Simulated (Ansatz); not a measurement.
# C$_{2}$H$_{4}$N$_{2}$Si: what the fields show

The calculation's input:

```
crystal:
  periodic: [false, false, false]
  atoms:
    - {symbol: N, position_ang: [-0.139981, 2.069642, 0.535398]}
    - {symbol: C, position_ang: [0.008722, 0.879756, 0.171678]}
    - {symbol: N, position_ang: [0.972591, 0.361326, -0.781143]}
    - {symbol: C, position_ang: [0.705842, -0.902007, -0.791918]}
    - {symbol: Si, position_ang: [-0.703969, -0.858284, 0.462280]}
    - {symbol: H, position_ang: [0.535078, 2.673152, 0.056706]}
    - {symbol: H, position_ang: [1.272318, -1.581347, -1.424974]}
    - {symbol: H, position_ang: [-2.074796, -1.169052, -0.020893]}
    - {symbol: H, position_ang: [-0.487406, -1.519584, 1.775667]}
basis:
  gaussian: {orbitals: def2-TZVPP}
hamiltonian: {xc: pbe0, dispersion: d4}
output: {orbitals: {seedname: orbitals}}
```

Launched as:

```sh
ansatz run in.yaml --threads 2 --pin off --events-out ev --progress --plain --max-ram 4352MiB
```

Geometry: PBE0-D4/def2-TZVP.

Computed with RKS PBE0-D4/def2-TZVPP (Ansatz).

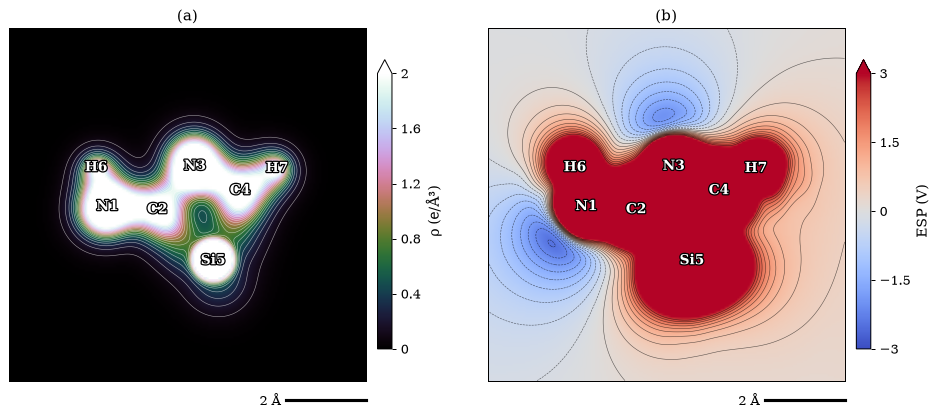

Figure 1. (a) total electron density; (b) electrostatic potential on the plane of atoms N3, C4 and Si5.

**What do the fields say about this system?**

- The section cuts through N, C, Si and H sites.
- C–N (1.25 Å): ρ at the midpoint is about 3 e/Å³.
- C–Si (1.89 Å): ρ at the midpoint is about 0.9 e/Å³.
- N–H (1.02 Å): the density is about 2.9 e/Å³ at the midpoint.
- C–N (1.45 Å): ρ at the midpoint is about 2 e/Å³.
- C–H (1.09 Å): the density is about 2.1 e/Å³ at the midpoint.
- Outside the dense part of the molecule the potential is most negative (−2.5 V) near N1.

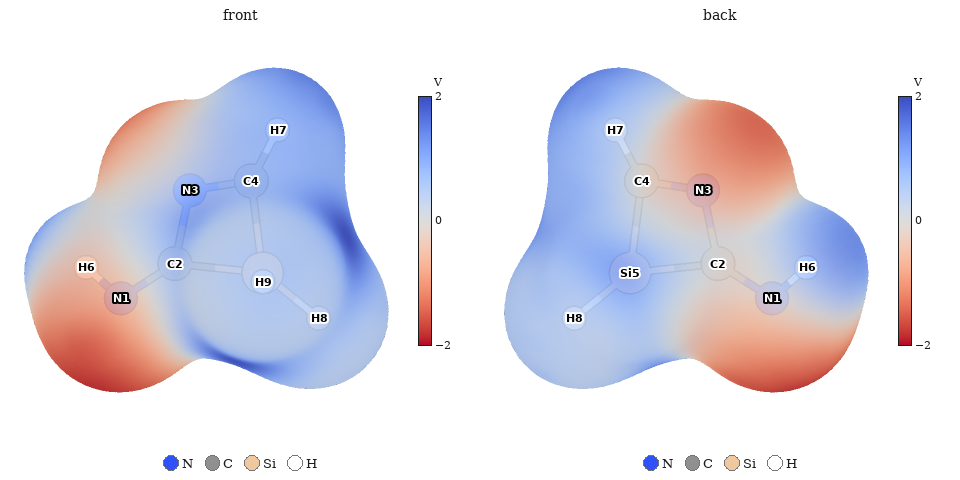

Figure 2. The molecular electrostatic potential painted on the density surface at 0.002 e/bohr³, seen from the front and from behind; red is negative and blue positive.

**Where is the surface potential most negative and most positive?**

The most negative region (about −1.8 V) lies over N1, the most positive (about +1.9 V) over Si5. N1 is the likeliest acceptor of a hydrogen bond.

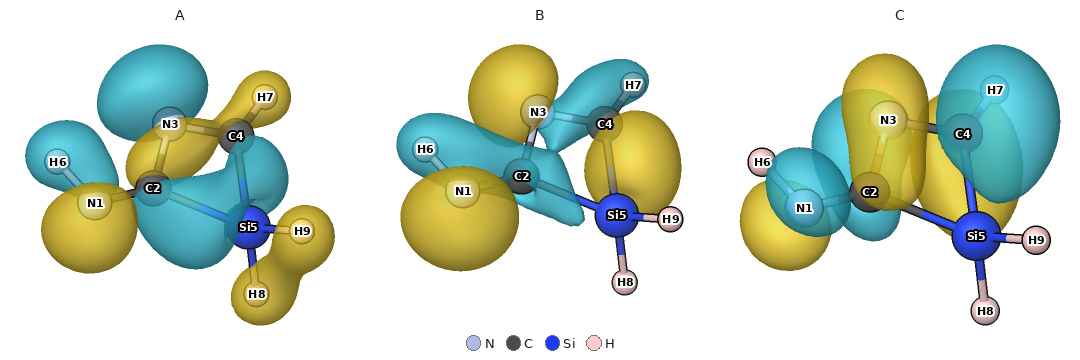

Figure 3. Three frontier orbitals at ±0.1 Å⁻³ᐟ² (yellow and cyan are the two phases), in no order.

**Which picture is the HOMO−1, the HOMO and the LUMO?**

B is the HOMO−1 (−8.44 eV). By Hirshfeld shares it lies mainly on N1 (about 40 %), N3 (about 25 %), C4 (about 15 %), Si5 (about 10 %) and C2 (about 5 %). A is the HOMO (−7.25 eV). Its weight (Hirshfeld) is mainly on N3 (about 35 %), N1 (about 20 %), Si5 (about 15 %), C2 (about 15 %) and C4 (about 5 %). C is the LUMO (−1.81 eV). It lies mainly on C4 (about 35 %), N3 (about 25 %), N1 (about 15 %) and C2 (about 10 %).

**What is the HOMO–LUMO gap?**

5.44 eV between the orbital energies.
